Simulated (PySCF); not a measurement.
**C3H5PSSi: a tour of settings**

Which settings matter for C3H5PSSi (`[SiH3]c1cscp1`), and how do bad ones show?

Computed with PySCF 2.14.0, with density-fitted response routines of our own, on a single molecule in the gas phase. Atoms are numbered from 0 throughout.

### 1 The molecule as given

11 atoms, charge 0, multiplicity 1; geometry from: GFN2-xTB.

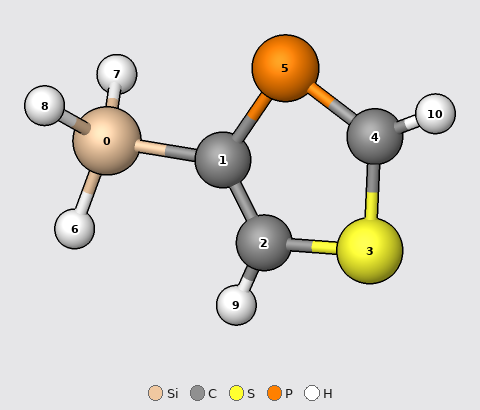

As it starts; silicon light orange, carbon grey, sulfur yellow, phosphorus orange, hydrogen white, atoms numbered.

### 2 NMR shieldings: KT2/pcseg-1

Job settings and geometry (Å):

```
{"job": {"kind": "nmr", "xc": "KT2", "basis": "pcseg-1", "pop": true, "grid": 3, "scf": {"conv": 1e-08}}, "charge": 0, "multiplicity": 1}
Si    -2.004268     0.163536    -0.060679
C     -0.118989     0.065068    -0.048260
C      0.566610    -0.875390     0.642348
S      2.282212    -0.851128     0.568607
C      2.345723     0.513454    -0.467360
P      0.880703     1.226719    -0.961049
H     -2.516661    -0.923757     0.775707
H     -2.471390     0.018048    -1.440296
H     -2.408221     1.463560     0.477443
H      0.124650    -1.650329     1.243711
H      3.325056     0.852890    -0.756135
```

With the program's defaults for keys left out, this is: GIAO KT2/pcseg-1 NMR shielding, non-relativistic, gas phase.

Run with:

```
$ OMP_NUM_THREADS=1 python probes_run.py task.json out
```

One launch serves the whole session: the jobs run in the order shown.

Log:

```text
final grid: 148640 points
cycle   1  E = -1156.8460525044  dE =  7.381e-01  |g| = 3.984e-01  |ddm| = 3.921e+00
cycle   2  E = -1156.6992510426  dE =  1.468e-01  |g| = 8.032e-01  |ddm| = 1.422e+00
cycle   3  E = -1156.8898023516  dE = -1.906e-01  |g| = 1.003e-01  |ddm| = 1.114e+00
cycle   4  E = -1156.8916306154  dE = -1.828e-03  |g| = 6.682e-02  |ddm| = 2.184e-01
cycle   5  E = -1156.8929835724  dE = -1.353e-03  |g| = 2.022e-02  |ddm| = 1.168e-01
cycle   6  E = -1156.8930936121  dE = -1.100e-04  |g| = 1.010e-02  |ddm| = 3.556e-02
cycle   7  E = -1156.8931210278  dE = -2.742e-05  |g| = 3.239e-03  |ddm| = 1.563e-02
cycle   8  E = -1156.8931245533  dE = -3.525e-06  |g| = 7.334e-04  |ddm| = 5.684e-03
cycle   9  E = -1156.8931247373  dE = -1.840e-07  |g| = 2.037e-04  |ddm| = 1.478e-03
cycle  10  E = -1156.8931247507  dE = -1.345e-08  |g| = 3.042e-05  |ddm| = 3.335e-04
cycle  11  E = -1156.8931247511  dE = -3.274e-10  |g| = 8.594e-06  |ddm| = 7.445e-05
converged SCF energy = -1156.8931247511

GIAO shielding tensors (ppm)
atom      isotropic    diamagn.    paramagn.     s11        s22        s33       span
  0 Si     408.296     880.082    -471.786    385.340    386.608    452.940     67.600
  1 C       51.862     258.782    -206.919    -27.625     22.299    160.913    188.538
  2 C       56.422     258.056    -201.635    -26.635     64.634    131.266    157.901
  3 S      163.609    1056.510    -892.901     62.920    146.010    281.896    218.976
  4 C       40.034     263.583    -223.549    -92.702     59.970    152.834    245.535
  5 P      102.729     966.960    -864.232   -145.984    102.765    351.404    497.388
  6 H       27.024      29.556      -2.532     22.705     26.416     31.951      9.246
  7 H       26.796      29.099      -2.304     22.988     25.487     31.912      8.924
  8 H       26.796      29.101      -2.305     22.996     25.476     31.916      8.920
  9 H       23.649      32.279      -8.630     19.532     25.036     26.380      6.848
 10 H       22.957      30.270      -7.312     21.071     22.686     25.115      4.044
```

Run time: 21 s. Hardware: 1 thread of Arm Neoverse V2, shared host; peak memory 0.61 GiB.

The references, computed at this level on geometries of the same kind, shield at (ppm): ¹H TMS 31.78, ¹³C TMS 195.1, ²⁹Si TMS 321.8, ³¹P PH3 610.8. Their shielding less the atom's gives the shift. The references are single molecules in the gas phase, so shifts against H2O, NH3, PH3, H3PO4 or CFCl3 are not on the usual liquid scales and can be off by tens of ppm. Atoms listed in one row are averaged.

| atoms | environment | σ (ppm) | δ (ppm) |
| --- | --- | --- | --- |
| C4 | aromatic CH next to the ring sulfur | 40.0 | 155.0 |
| C1 | substituted aromatic carbon | 51.9 | 143.2 |
| C2 | aromatic CH next to the ring sulfur | 56.4 | 138.6 |
| H10 | hydrogen on an aromatic CH next to the ring sulfur | 22.96 | 8.83 |
| H9 | hydrogen on an aromatic CH next to the ring sulfur | 23.65 | 8.13 |
| H6, H7, H8 | hydrogen on a silicon bonded to C | 26.87 | 4.91 |
| Si0 | silicon bonded to C, 3 H | 408.3 | -86.5 |
| S3 | aromatic ring sulfur | 164 | – |
| P5 | phosphorus bonded to 2 C, in a 5-membered ring | 102.7 | 508.1 |

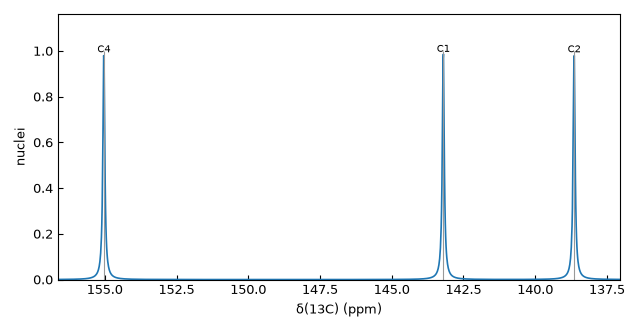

¹³C lines at the computed shifts, without couplings. Lines are broadened to a width of 0.08 ppm (Lorentzian).

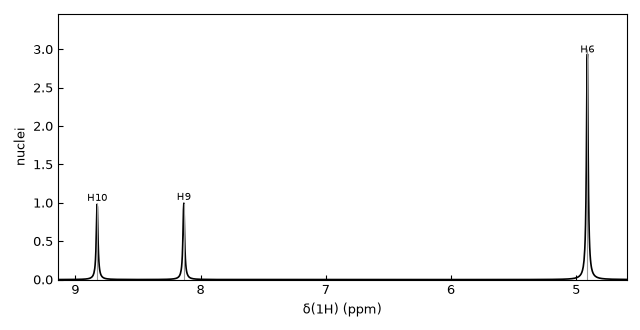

¹H lines at the computed shifts, without couplings. Lines are broadened to a width of 0.02 ppm (Lorentzian).

The run also stored atomic charges by several schemes (e):

| atoms | Mulliken | IAO | Hirshfeld | ESP fit |
| --- | --- | --- | --- | --- |
| Si0 | 0.37 | 0.54 | 0.29 | 0.14 |
| C1 | -0.42 | -0.47 | -0.16 | 0.05 |
| C2 | -0.18 | -0.29 | -0.07 | -0.28 |
| S3 | 0.25 | 0.38 | 0.13 | 0.08 |
| C4 | -0.43 | -0.55 | -0.13 | -0.24 |
| P5 | 0.30 | 0.32 | 0.06 | -0.10 |

Hirshfeld charges:

| atom | value (e) |
| --- | --- |
| Si0 | 0.29 |
| C1 | -0.16 |
| C2 | -0.07 |
| S3 | 0.13 |
| C4 | -0.13 |
| P5 | 0.06 |
| H6 | -0.07 |
| H7 | -0.07 |
| H8 | -0.07 |
| H9 | 0.05 |
| H10 | 0.05 |

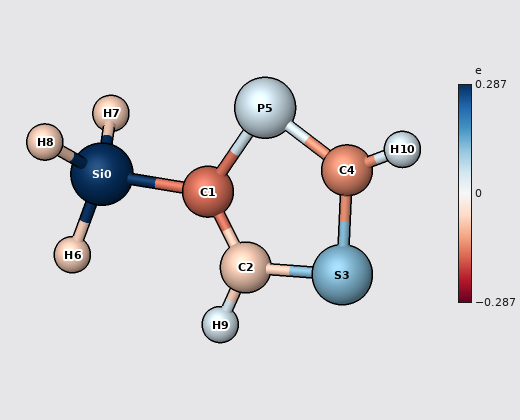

Hirshfeld charges, as colours on the atoms.

Mayer bond orders: Si0–C1 0.91, C1–C2 1.62, C2–S3 1.18, S3–C4 1.18, C4–P5 1.52, P5–C1 1.16.

Ring of atoms C1, C2, S3, C4, P5: NICS(0) -12.7, NICS(1) -11.7, NICS(1)zz -28.7 ppm (means of both faces).

### 3 NMR shieldings: PBE0/IGLO-II

The job, as its differences from that of step 2:

```diff
@@ -1,2 +1,2 @@
-{"job": {"kind": "nmr", "xc": "KT2", "basis": "pcseg-1", "pop": true, "grid": 3, "scf": {"conv": 1e-08}}, "charge": 0, "multiplicity": 1}
+{"job": {"kind": "nmr", "xc": "PBE0", "basis": "IGLO-II", "pop": false}, "charge": 0, "multiplicity": 1}
 Si    -2.004268     0.163536    -0.060679
```

Level: GIAO PBE0/IGLO-II NMR shielding, non-relativistic, gas phase.

Log:

```text
coarse grid: 11232 points
cycle   1  E = -1145.7239513709  dE =  7.776e-01  |g| = 4.016e-01  |ddm| = 3.118e+00
cycle   2  E = -1145.6898415204  dE =  3.411e-02  |g| = 4.871e-01  |ddm| = 6.956e-01
cycle   3  E = -1145.7473134945  dE = -5.747e-02  |g| = 1.270e-01  |ddm| = 5.306e-01
cycle   4  E = -1145.7511308522  dE = -3.817e-03  |g| = 4.753e-02  |ddm| = 1.468e-01
cycle   5  E = -1145.7517145544  dE = -5.837e-04  |g| = 1.491e-02  |ddm| = 5.579e-02
cycle   6  E = -1145.7517712204  dE = -5.667e-05  |g| = 4.744e-03  |ddm| = 1.401e-02
cycle   7  E = -1145.7517760924  dE = -4.872e-06  |g| = 1.741e-03  |ddm| = 5.008e-03
final grid: 96088 points
cycle   8  E = -1145.7856571469  dE = -4.167e-05  |g| = 1.077e-02  |ddm| = 2.284e-02
cycle   9  E = -1145.7856190271  dE =  3.812e-05  |g| = 1.584e-02  |ddm| = 2.050e-02
cycle  10  E = -1145.7856811863  dE = -6.216e-05  |g| = 1.640e-03  |ddm| = 1.425e-02
cycle  11  E = -1145.7856817613  dE = -5.751e-07  |g| = 6.560e-04  |ddm| = 1.933e-03
cycle  12  E = -1145.7856818735  dE = -1.121e-07  |g| = 1.893e-04  |ddm| = 6.473e-04
cycle  13  E = -1145.7856818825  dE = -9.000e-09  |g| = 5.367e-05  |ddm| = 2.170e-04
cycle  14  E = -1145.7856818832  dE = -7.731e-10  |g| = 2.123e-05  |ddm| = 7.906e-05
converged SCF energy = -1145.7856818832

GIAO shielding tensors (ppm)
atom      isotropic    diamagn.    paramagn.     s11        s22        s33       span
  0 Si     423.204     882.503    -459.299    392.165    417.411    460.037     67.872
  1 C       34.398     255.236    -220.839    -57.379     -0.493    161.065    218.444
  2 C       37.268     250.569    -213.302    -59.420     44.304    126.919    186.339
  3 S      151.626    1059.451    -907.825     33.770    129.360    291.747    257.977
  4 C       20.196     257.084    -236.889   -133.557     44.693    149.451    283.008
  5 P       77.094     970.602    -893.508   -200.772     85.839    346.215    546.986
  6 H       27.063      29.477      -2.414     23.163     26.392     31.633      8.470
  7 H       26.836      29.028      -2.192     23.327     25.449     31.733      8.407
  8 H       26.838      29.029      -2.191     23.334     25.441     31.738      8.404
  9 H       23.851      31.251      -7.401     20.436     24.329     26.788      6.352
 10 H       23.191      30.102      -6.911     21.899     21.903     25.772      3.873
```

It took 20 s on 1 thread of Arm Neoverse V2, shared host; peak memory 0.85 GiB.

This run: δ C4 168.8, C1 154.6, C2 151.8, Si0 -72.3, H10 8.91, H9 8.25 ppm.

### 4 Ultraviolet spectrum: X3LYP/def2-SVPD

The job, as its differences from that of step 3:

```diff
@@ -1,2 +1,2 @@
-{"job": {"kind": "nmr", "xc": "PBE0", "basis": "IGLO-II", "pop": false}, "charge": 0, "multiplicity": 1}
+{"job": {"kind": "uv", "xc": "X3LYP", "basis": "def2-SVPD", "nstates": 3, "ntriplets": 0, "tda": false, "grid": 0, "scf": {"max_cycle": 58}}, "charge": 0, "multiplicity": 1}
 Si    -2.004268     0.163536    -0.060679
```

Method: TDDFT X3LYP/def2-SVPD, vertical, gas phase, core orbitals frozen in the response.

Log:

```text
final grid: 11232 points
cycle   1  E = -1145.6450169958  dE =  7.697e-01  |g| = 3.477e-01  |ddm| = 5.003e+00
cycle   2  E = -1145.5934514487  dE =  5.157e-02  |g| = 5.416e-01  |ddm| = 1.470e+00
cycle   3  E = -1145.6763439339  dE = -8.289e-02  |g| = 6.911e-02  |ddm| = 9.449e-01
cycle   4  E = -1145.6772015596  dE = -8.576e-04  |g| = 4.594e-02  |ddm| = 1.844e-01
cycle   5  E = -1145.6778222211  dE = -6.207e-04  |g| = 1.237e-02  |ddm| = 8.143e-02
cycle   6  E = -1145.6778623849  dE = -4.016e-05  |g| = 4.335e-03  |ddm| = 2.163e-02
cycle   7  E = -1145.6778672630  dE = -4.878e-06  |g| = 1.254e-03  |ddm| = 8.258e-03
cycle   8  E = -1145.6778677627  dE = -4.998e-07  |g| = 2.426e-04  |ddm| = 2.409e-03
cycle   9  E = -1145.6778677801  dE = -1.739e-08  |g| = 8.864e-05  |ddm| = 6.576e-04
cycle  10  E = -1145.6778677829  dE = -2.794e-09  |g| = 2.802e-05  |ddm| = 2.303e-04
cycle  11  E = -1145.6778677832  dE = -2.324e-10  |g| = 8.177e-06  |ddm| = 6.867e-05
converged SCF energy = -1145.6778677832

Static polarisability (au): isotropic 103.735, principal 70.928 107.565 132.713

Singlet excitations
state   eV       nm        f      main configurations
  1   4.9163    252.2   0.07915   H->L 0.71, H-1->L 0.12
  2   5.0892    243.6   0.00456   H-2->L 0.98
  3   5.1473    240.9   0.01291   H-1->L 0.67, H->L 0.18, H->L+1 0.12
```

Run time: 12 s. Hardware: 1 thread of Arm Neoverse V2, shared host; peak memory 0.78 GiB.

The run ended normally, but its values are not to be used for the molecule: grid level 0 is too coarse. Its HOMO lies at -6.85 eV, against -6.15 eV in step 2 (KT2/pcseg-1), a different level, so the two don't compare directly.

### 5 NMR shieldings: KT2/pcSseg-1

The job, as its differences from that of step 4:

```diff
@@ -1,2 +1,2 @@
-{"job": {"kind": "uv", "xc": "X3LYP", "basis": "def2-SVPD", "nstates": 3, "ntriplets": 0, "tda": false, "grid": 0, "scf": {"max_cycle": 58}}, "charge": 0, "multiplicity": 1}
+{"job": {"kind": "nmr", "xc": "KT2", "basis": "pcSseg-1", "pop": false, "scf": {"level_shift": 0.9, "max_cycle": 95}}, "charge": 0, "multiplicity": 1}
 Si    -2.004268     0.163536    -0.060679
```

With the program's defaults for keys left out, this is: GIAO KT2/pcSseg-1 NMR shielding, non-relativistic, gas phase.

Log:

```text
final grid: 96088 points
cycle   1  E = -1156.7514794631  dE =  8.404e-01  |g| = 6.649e-01  |ddm| = 3.202e+00
cycle   2  E = -1156.8876715289  dE = -1.362e-01  |g| = 2.436e-01  |ddm| = 7.023e-01
cycle   3  E = -1156.9065127302  dE = -1.884e-02  |g| = 1.052e-01  |ddm| = 3.491e-01
cycle   4  E = -1156.9115652148  dE = -5.052e-03  |g| = 5.960e-02  |ddm| = 1.910e-01
cycle   5  E = -1156.9134671987  dE = -1.902e-03  |g| = 3.755e-02  |ddm| = 1.153e-01
cycle   6  E = -1156.9142902447  dE = -8.230e-04  |g| = 2.538e-02  |ddm| = 7.343e-02
cycle   7  E = -1156.9146780511  dE = -3.878e-04  |g| = 1.803e-02  |ddm| = 4.804e-02
cycle   8  E = -1156.9148718912  dE = -1.938e-04  |g| = 1.355e-02  |ddm| = 3.206e-02
cycle   9  E = -1156.9149727075  dE = -1.008e-04  |g| = 1.096e-02  |ddm| = 2.219e-02
cycle  10  E = -1156.9150336689  dE = -6.096e-05  |g| = 8.678e-03  |ddm| = 1.546e-02
cycle  11  E = -1156.9150688644  dE = -3.520e-05  |g| = 7.184e-03  |ddm| = 1.102e-02
cycle  12  E = -1156.9150910394  dE = -2.218e-05  |g| = 5.947e-03  |ddm| = 8.106e-03
cycle  13  E = -1156.9151042573  dE = -1.322e-05  |g| = 5.211e-03  |ddm| = 6.083e-03
cycle  14  E = -1156.9151136457  dE = -9.388e-06  |g| = 4.345e-03  |ddm| = 4.569e-03
cycle  15  E = -1156.9151197074  dE = -6.062e-06  |g| = 3.737e-03  |ddm| = 3.486e-03
cycle  16  E = -1156.9151238094  dE = -4.102e-06  |g| = 3.197e-03  |ddm| = 2.717e-03
cycle  17  E = -1156.9151266577  dE = -2.848e-06  |g| = 2.719e-03  |ddm| = 2.160e-03
cycle  18  E = -1156.9151286150  dE = -1.957e-06  |g| = 2.325e-03  |ddm| = 1.707e-03
cycle  19  E = -1156.9151299584  dE = -1.343e-06  |g| = 2.001e-03  |ddm| = 1.378e-03
cycle  20  E = -1156.9151309299  dE = -9.715e-07  |g| = 1.702e-03  |ddm| = 1.109e-03
cycle  21  E = -1156.9151316252  dE = -6.953e-07  |g| = 1.426e-03  |ddm| = 9.033e-04
cycle  22  E = -1156.9151320981  dE = -4.729e-07  |g| = 1.225e-03  |ddm| = 7.526e-04
cycle  23  E = -1156.9151324363  dE = -3.382e-07  |g| = 1.041e-03  |ddm| = 6.191e-04
cycle  24  E = -1156.9151326772  dE = -2.409e-07  |g| = 8.854e-04  |ddm| = 5.077e-04
cycle  25  E = -1156.9151328509  dE = -1.737e-07  |g| = 7.492e-04  |ddm| = 4.186e-04
cycle  26  E = -1156.9151329740  dE = -1.231e-07  |g| = 6.331e-04  |ddm| = 3.484e-04
cycle  27  E = -1156.9151330610  dE = -8.702e-08  |g| = 5.351e-04  |ddm| = 2.934e-04
cycle  28  E = -1156.9151331218  dE = -6.075e-08  |g| = 4.550e-04  |ddm| = 2.444e-04
cycle  29  E = -1156.9151331650  dE = -4.327e-08  |g| = 3.883e-04  |ddm| = 2.039e-04
cycle  30  E = -1156.9151331964  dE = -3.138e-08  |g| = 3.295e-04  |ddm| = 1.689e-04
cycle  31  E = -1156.9151332187  dE = -2.228e-08  |g| = 2.808e-04  |ddm| = 1.418e-04
cycle  32  E = -1156.9151332348  dE = -1.605e-08  |g| = 2.390e-04  |ddm| = 1.192e-04
cycle  33  E = -1156.9151332462  dE = -1.144e-08  |g| = 2.039e-04  |ddm| = 1.005e-04
cycle  34  E = -1156.9151332545  dE = -8.255e-09  |g| = 1.735e-04  |ddm| = 8.443e-05
cycle  35  E = -1156.9151332604  dE = -5.978e-09  |g| = 1.476e-04  |ddm| = 7.092e-05
cycle  36  E = -1156.9151332647  dE = -4.318e-09  |g| = 1.252e-04  |ddm| = 5.988e-05
cycle  37  E = -1156.9151332678  dE = -3.100e-09  |g| = 1.062e-04  |ddm| = 5.064e-05
cycle  38  E = -1156.9151332701  dE = -2.210e-09  |g| = 9.016e-05  |ddm| = 4.252e-05
cycle  39  E = -1156.9151332716  dE = -1.588e-09  |g| = 7.660e-05  |ddm| = 3.592e-05
cycle  40  E = -1156.9151332728  dE = -1.129e-09  |g| = 6.521e-05  |ddm| = 3.027e-05
cycle  41  E = -1156.9151332736  dE = -8.067e-10  |g| = 5.580e-05  |ddm| = 2.566e-05
cycle  42  E = -1156.9151332742  dE = -6.094e-10  |g| = 4.700e-05  |ddm| = 2.174e-05
cycle  43  E = -1156.9151332746  dE = -4.234e-10  |g| = 3.992e-05  |ddm| = 1.826e-05
cycle  44  E = -1156.9151332749  dE = -3.006e-10  |g| = 3.411e-05  |ddm| = 1.545e-05
cycle  45  E = -1156.9151332751  dE = -2.137e-10  |g| = 2.920e-05  |ddm| = 1.305e-05
level shift removed, Fock matrix diagonalised once more
converged SCF energy = -1156.9151332751

GIAO shielding tensors (ppm)
atom      isotropic    diamagn.    paramagn.     s11        s22        s33       span
  0 Si     435.099     883.155    -448.056    405.212    425.691    474.396     69.184
  1 C       42.609     263.750    -221.141    -40.622     14.681    153.767    194.389
  2 C       46.515     256.956    -210.441    -36.975     55.717    120.801    157.776
  3 S      175.198    1059.699    -884.501     66.897    152.898    305.799    238.902
  4 C       30.309     267.467    -237.158   -104.800     52.307    143.419    248.219
  5 P      113.598     970.264    -856.665   -126.294    109.173    357.917    484.211
  6 H       26.905      29.125      -2.220     22.744     26.281     31.690      8.946
  7 H       26.645      28.525      -1.880     22.924     25.262     31.749      8.825
  8 H       26.646      28.526      -1.880     22.932     25.253     31.754      8.822
  9 H       23.570      32.362      -8.792     19.491     25.039     26.181      6.689
 10 H       22.940      30.835      -7.895     21.002     22.797     25.022      4.020
```

It took 46 s on 1 thread of Arm Neoverse V2, shared host; peak memory 0.67 GiB.

Despite a large level shift, the SCF converged in 45 cycles.

This run: δ C4 155.3, C1 143.0, C2 139.1, Si0 -77.7, H10 8.68, H9 8.05 ppm.

### 6 Shielding tensors: KT2/pcSseg-1

The job, as its differences from that of step 5:

```diff
@@ -1,2 +1,2 @@
-{"job": {"kind": "nmr", "xc": "KT2", "basis": "pcSseg-1", "pop": false, "scf": {"level_shift": 0.9, "max_cycle": 95}}, "charge": 0, "multiplicity": 1}
+{"job": {"kind": "nmr", "xc": "KT2", "basis": "pcSseg-1", "pop": false, "scf": {"diis": false, "max_cycle": 97}}, "charge": 0, "multiplicity": 1}
 Si    -2.004268     0.163536    -0.060679
```

Level: GIAO KT2/pcSseg-1 NMR shielding, non-relativistic, gas phase.

Log:

```text
final grid: 96088 points
cycle   1  E = -1156.8593007880  dE =  7.326e-01  |g| = 4.482e-01  |ddm| = 3.534e+00
cycle   2  E = -1156.6882821198  dE =  1.710e-01  |g| = 8.742e-01  |ddm| = 1.420e+00
cycle   3  E = -1155.6784542678  dE =  1.010e+00  |g| = 2.112e+00  |ddm| = 3.263e+00
cycle   4  E = -1149.6081745918  dE =  6.070e+00  |g| = 4.387e+00  |ddm| = 1.470e+01
cycle   5  E = -1116.6538136078  dE =  3.295e+01  |g| = 1.158e+01  |ddm| = 1.869e+01
cycle   6  E = -1066.6942716252  dE =  4.996e+01  |g| = 1.160e+01  |ddm| = 4.466e+01
cycle   7  E = -903.3182776033  dE =  1.634e+02  |g| = 1.548e+01  |ddm| = 5.177e+01
cycle   8  E = -793.2384489108  dE =  1.101e+02  |g| = 3.048e+01  |ddm| = 5.788e+01
cycle   9  E = -746.5144695784  dE =  4.672e+01  |g| = 2.743e+01  |ddm| = 6.510e+01
cycle  10  E = -774.0421712620  dE = -2.753e+01  |g| = 3.111e+01  |ddm| = 5.184e+01
[... 77 cycles left out ...]
cycle  88  E = -774.1880496598  dE = -2.786e+01  |g| = 3.111e+01  |ddm| = 5.413e+01
cycle  89  E = -746.3230938482  dE =  2.786e+01  |g| = 2.742e+01  |ddm| = 5.413e+01
cycle  90  E = -774.1880496598  dE = -2.786e+01  |g| = 3.111e+01  |ddm| = 5.413e+01
cycle  91  E = -746.3230938482  dE =  2.786e+01  |g| = 2.742e+01  |ddm| = 5.413e+01
cycle  92  E = -774.1880496598  dE = -2.786e+01  |g| = 3.111e+01  |ddm| = 5.413e+01
cycle  93  E = -746.3230938482  dE =  2.786e+01  |g| = 2.742e+01  |ddm| = 5.413e+01
cycle  94  E = -774.1880496598  dE = -2.786e+01  |g| = 3.111e+01  |ddm| = 5.413e+01
cycle  95  E = -746.3230938482  dE =  2.786e+01  |g| = 2.742e+01  |ddm| = 5.413e+01
cycle  96  E = -774.1880496598  dE = -2.786e+01  |g| = 3.111e+01  |ddm| = 5.413e+01
cycle  97  E = -746.3230938482  dE =  2.786e+01  |g| = 2.742e+01  |ddm| = 5.413e+01
SCF not converged, last energy = -746.3230938482
```

Wall time 84 s (1 thread of Arm Neoverse V2, shared host); peak memory 0.54 GiB.

Diagnosis: The SCF swings between two densities 27.86 Eh apart: plain iteration without DIIS overshoots. The remedy is to turn DIIS on. Numbers printed on the way are no properties of the molecule.

### 7 Comparing the runs: NMR shifts

Shifts (ppm) of some atoms, chosen among heavy atoms and hydrogens apart, means over like atoms, with basis size and wall time:

| run | C4 | C1 | C2 | H10 | H6 | Si0 | P5 | functions | time |
| --- | --- | --- | --- | --- | --- | --- | --- | --- | --- |
| KT2/pcseg-1 | 155.0 | 143.2 | 138.6 | 8.83 | 4.91 | -86.5 | 508.1 | 121 | 21 s |
| PBE0/IGLO-II | 168.8 | 154.6 | 151.8 | 8.91 | 5.19 | -72.3 | 535.7 | 201 | 20 s |
| KT2/pcSseg-1 | 155.3 | 143.0 | 139.1 | 8.68 | 4.89 | -77.7 | 508.6 | 148 | 46 s |

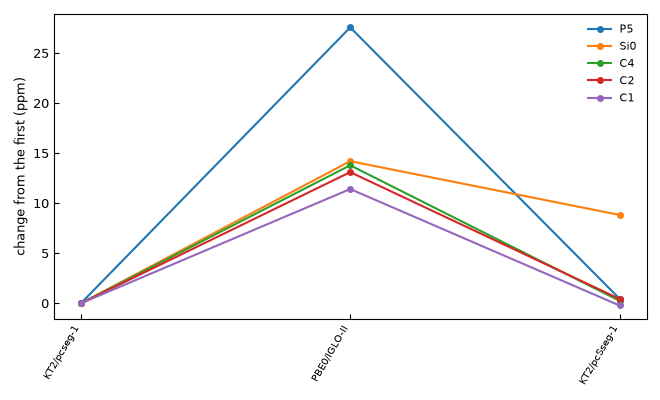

How five of the tabulated atoms move from run to run.

### 8 Summary of results

| quantity | value |
| --- | --- |
| ¹³C shifts against TMS (KT2/pcseg-1) | 155.0, 143.2, 138.6 ppm |
| ¹H shifts against TMS (KT2/pcseg-1, means over atoms taken as alike) | 8.83, 8.13, 4.91 ppm |
| ²⁹Si shifts against TMS (KT2/pcseg-1) | -86.5 ppm |
| ³¹P shifts against PH3 (KT2/pcseg-1) | 508.1 ppm |
| shieldings of S (KT2/pcseg-1) | S3 163.6 ppm |
| range of the shift of P5 | 508.1 to 535.7 ppm |
| property runs in this session | 5, of which 1 failed and 1 gave unsound results |

**Reading.** Single values in the summary come from the first sound run of each kind (KT2/pcseg-1), which need not be the best level. At KT2/pcseg-1: The largest span, 497 ppm, is at P5, where the paramagnetic term is -864 ppm. NICS(1)zz of -29 ppm above the planar ring from C1 marks a diatropic (aromatic) ring current. Among the atoms with a shift in every run: In ppm, P5 moves most: its shift spreads over 27.6 ppm, from 508.1 (KT2/pcseg-1) to 535.7 (PBE0/IGLO-II).
